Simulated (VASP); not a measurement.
Here is the system:

```
CELL_PARAMETERS angstrom
      1.50870    -2.61315     0.00000
      1.50870     2.61315     0.00000
      0.00000     0.00000     3.17692
ATOMIC_POSITIONS crystal
  Ti 0.00000 0.00000 0.00000
  B  0.33333 0.66667 0.50000
  B  0.66667 0.33333 0.50000
```

Computed with AM05 GGA, VASP's PBE PAW potentials (set 64) (plane waves; VASP 6.6.1). Settings: 520 eV cut-off, 13×13×11 Γ-centred mesh, tetrahedra with Blöchl corrections, potentials Ti_sv B.

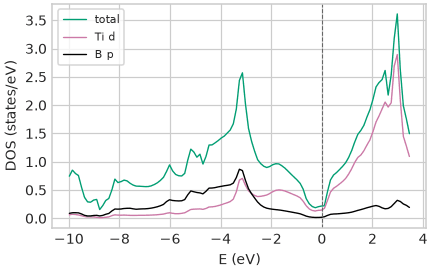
Figure. Total and projected density of states, zero at the Fermi level

Within 2 eV below the Fermi level the largest weight inside VASP's projection spheres is Ti d, then B p.

It has no gap at this level: it comes out as a metal or semimetal.

The compound is TiB2 in the AlB2 type structure. It was relaxed first.
